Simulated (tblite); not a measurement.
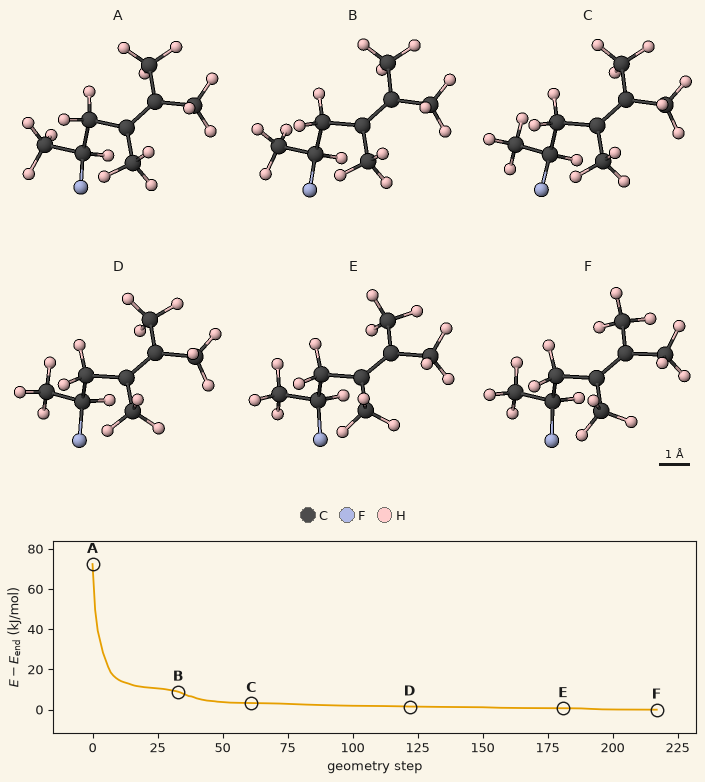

Frames of a relaxation of C₈H₁₅F, marked on the history of the run. The picture is a ball-and-stick view, seen at a tilt.

Computed with tblite 0.8.0, GFN2-xTB geometry optimisation, gas phase. 

Describe the path.

Over 217 geometry steps the energy falls by 72.4 kJ/mol. An H atom moves most after the best rigid fit: 1.10 Å. Largest moves by element: H 1.10 Å, F 0.43 Å, C 0.35 Å. Some distances before and after: C–H 1.133 → 1.088 Å, C–C 1.477 → 1.504 Å, C–H 1.113 → 1.088 Å, C–C 1.516 → 1.533 Å. Bond angles that change, for instance: C–C–C 123.5° → 114.3°, H–C–H 114.5° → 108.3°, C–C–C 117.9° → 122.9°. Groups turn about C–C by about 50°, C–C by about 40°, C–C by about 40°. From step 0 to 33: an H atom moves most (0.33 Å), energy −63.5 kJ/mol. From step 33 to 61: an H atom moves most (0.54 Å), energy −5.63 kJ/mol. From step 61 to 122: F and H atoms move most (0.42 Å), energy −1.73 kJ/mol. From step 122 to 181: an H atom moves most (0.40 Å), energy −0.84 kJ/mol. From step 181 to 217: an H atom moves most (0.35 Å), energy −0.71 kJ/mol.

```json
{"step": "0", "E − E(0), kJ/mol": "0.00"}
{"step": "1", "E − E(0), kJ/mol": "-22.74"}
{"step": "2", "E − E(0), kJ/mol": "-33.15"}
{"step": "3", "E − E(0), kJ/mol": "-38.52"}
{"step": "4", "E − E(0), kJ/mol": "-43.99"}
{"step": "5", "E − E(0), kJ/mol": "-47.52"}
{"step": "6", "E − E(0), kJ/mol": "-51.12"}
{"step": "7", "E − E(0), kJ/mol": "-53.91"}
{"step": "8", "E − E(0), kJ/mol": "-55.48"}
{"step": "9", "E − E(0), kJ/mol": "-56.64"}
{"step": "10", "E − E(0), kJ/mol": "-57.55"}
{"step": "21", "E − E(0), kJ/mol": "-61.40"}
{"step": "32", "E − E(0), kJ/mol": "-63.19"}
{"step": "43", "E − E(0), kJ/mol": "-67.67"}
{"step": "54", "E − E(0), kJ/mol": "-68.98"}
{"step": "64", "E − E(0), kJ/mol": "-69.21"}
{"step": "75", "E − E(0), kJ/mol": "-69.60"}
{"step": "86", "E − E(0), kJ/mol": "-70.05"}
{"step": "97", "E − E(0), kJ/mol": "-70.44"}
{"step": "108", "E − E(0), kJ/mol": "-70.60"}
{"step": "119", "E − E(0), kJ/mol": "-70.80"}
{"step": "130", "E − E(0), kJ/mol": "-71.03"}
{"step": "141", "E − E(0), kJ/mol": "-71.11"}
{"step": "152", "E − E(0), kJ/mol": "-71.34"}
{"step": "163", "E − E(0), kJ/mol": "-71.59"}
{"step": "173", "E − E(0), kJ/mol": "-71.68"}
{"step": "184", "E − E(0), kJ/mol": "-71.75"}
{"step": "195", "E − E(0), kJ/mol": "-72.24"}
{"step": "206", "E − E(0), kJ/mol": "-72.39"}
{"step": "217", "E − E(0), kJ/mol": "-72.44"}
```
